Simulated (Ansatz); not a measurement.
Cell of ScSi (0 1 0) on germanium (1 1 1) (film strained to the substrate, started from cuts of the bulks; slabs Ge16 and Sc8Si8, which can lie off the formulas), with its geometry taken from a PBE run:

```xyz
32
Lattice="7.0495 -0.0004 -0.2672 -0.0002 4.0729 -0.0122 0.8803 -2.1066 23.2885" Properties=species:S:1:pos:R:3 pbc="T T T"
Ge     2.2073     2.3729     1.8987
Ge     5.7323     0.5523     1.7855
Ge     4.5333     2.6056     0.8696
Ge     0.9958     0.3158     1.0442
Ge     0.1601     2.5637     5.3126
Ge     3.6749     0.4174     5.1917
Ge     2.4753     2.4455     4.3978
Ge     5.9938     0.5294     4.2876
Ge     4.9701     2.4551     8.4639
Ge     1.4423     0.5430     8.6160
Ge     0.2402     2.5703     7.8250
Ge     3.7572     0.4218     7.7024
Ge     2.9144     2.6739    11.9823
Ge     6.4296     0.3745    11.8715
Ge     5.2284     2.4277    10.9668
Ge     1.7050     0.6151    11.1168
Sc     3.2176    -0.5563    16.9985
Sc     6.7463    -0.5313    16.8623
Sc     1.5615     1.4913    19.3103
Sc     5.0843     1.4664    19.1834
Si     3.3444    -0.5621    19.7843
Si     6.8676    -0.5512    19.6526
Si     1.4348     1.4973    16.5237
Si     4.9633     1.4868    16.3946
Sc     3.4335     1.4936    22.0441
Sc     6.9761     1.5210    21.9158
Sc     1.3448    -0.5540    14.2626
Sc     4.8580    -0.5808    14.1284
Si     3.1398     1.4436    14.8454
Si     6.6641     1.4970    14.6995
Si     1.6429    -0.5045    21.4660
Si     5.1642    -0.5579    21.3443
```

Computed with r2SCAN (plane waves to 500 eV, PAW; Ansatz, a quantum-chemistry and plane-wave program). Spin–orbit coupling is left out; the runs are not spin-polarised. Its k-point mesh 5×8×1, Fermi–Dirac width 0.05 eV.

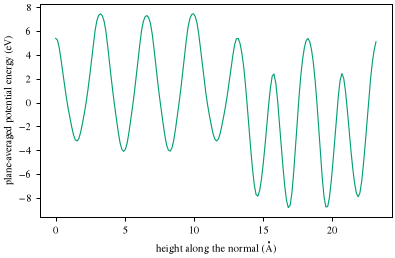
Figure. Smooth (PAW) electrostatic potential energy of an electron, averaged over planes, about its mean

The curve spans 16.3 eV over the stretch drawn.
